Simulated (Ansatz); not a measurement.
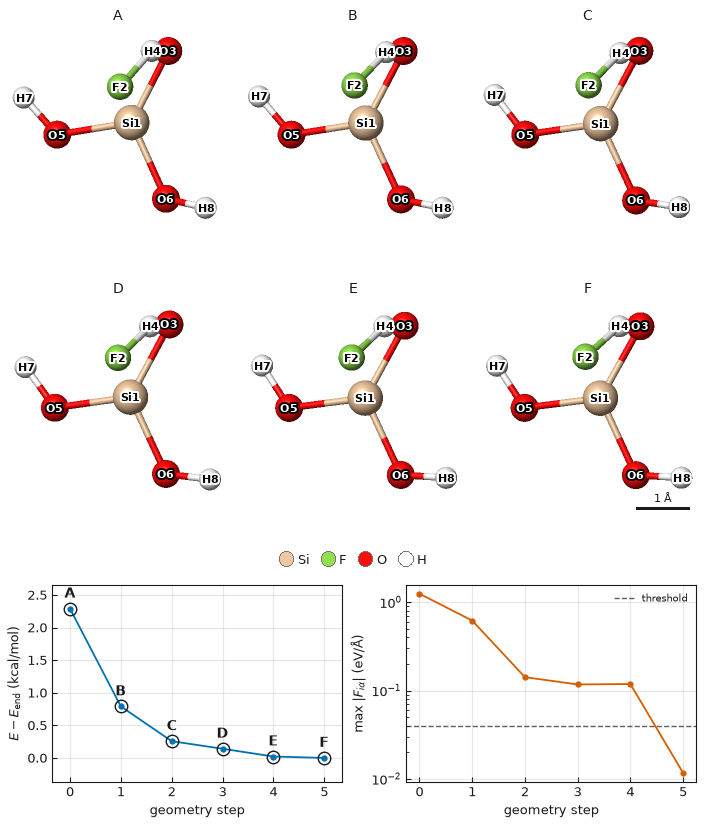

Frames of a constrained relaxation of SiH3O3F, marked on the history of the run. A ball-and-stick model, seen at a tilt.

The reaction that was planned forms F2–H4 and breaks Si1–F2, O3–H4 (atoms numbered from 1 in input order).

The calculation used Ansatz 0.2.0, RKS PBE0-D4/def2-SVP.

Input
```yaml
crystal:
  periodic: [false, false, false]
  atoms:
    - {symbol: Si, position_ang: [-0.202700, 0.318700, 0.147400]}
    - {symbol: F, position_ang: [0.684900, -1.591500, -0.845900]}
    - {symbol: O, position_ang: [-1.239600, -0.365100, -0.778300]}
    - {symbol: H, position_ang: [-0.454000, -1.246500, -1.075800]}
    - {symbol: O, position_ang: [0.661100, 1.614100, -0.193500]}
    - {symbol: O, position_ang: [-0.006200, 0.101400, 1.713000]}
    - {symbol: H, position_ang: [0.797200, 1.894400, -1.095600]}
    - {symbol: H, position_ang: [-0.240700, -0.725500, 2.128700]}
basis:
  gaussian: {orbitals: def2-SVP}
hamiltonian: {xc: pbe0, dispersion: d4}
relax: {f_tol: 0.04, max_steps: 150, escape_saddle: false, constraints: [{distance: [1, 3]}, {distance: [0, 1]}, {distance: [2, 3]}]}
```

Run as
```bash
ansatz run in.yaml --threads 4 --pin off --events-out ev --progress --plain --max-ram 9574MiB
```

**What happens along the run?**

Over 5 geometry steps the energy falls by 2.29 kcal/mol. Largest force component: 1.2 eV/Å at the start, 0.012 eV/Å at the end. H8 moves most after the best rigid fit: 0.16 Å. Largest moves by element: H 0.16 Å, F 0.11 Å, O 0.08 Å, Si 0.07 Å. Near-neighbour distances that change, for instance: Si1–O3 1.549 → 1.577 Å, Si1–O5 1.594 → 1.615 Å, O5–H7 0.954 → 0.964 Å. Bond angles that change, for instance: Si1–O5–H7 121.2° → 116.0°, Si1–O3–H4 91.9° → 87.0°, O5–Si1–O6 104.7° → 106.8°. From step 0 to 1: H8 moves most (0.04 Å), energy −1.50 kcal/mol. From step 1 to 2: H8 moves most (0.04 Å), energy −0.53 kcal/mol. From step 2 to 3: H8 moves most (0.03 Å), energy −0.12 kcal/mol. From step 3 to 4: H atoms move most (0.05 Å), energy −0.12 kcal/mol. From step 4 to 5: F2 moves most (0.03 Å), energy −0.02 kcal/mol.

| step | E − E(0), kcal/mol | largest force component, eV/Å |
| --- | --- | --- |
| 0 | 0.00 | 1.2474 |
| 1 | -1.50 | 0.6193 |
| 2 | -2.03 | 0.1418 |
| 3 | -2.15 | 0.1172 |
| 4 | -2.27 | 0.1186 |
| 5 | -2.29 | 0.0117 |
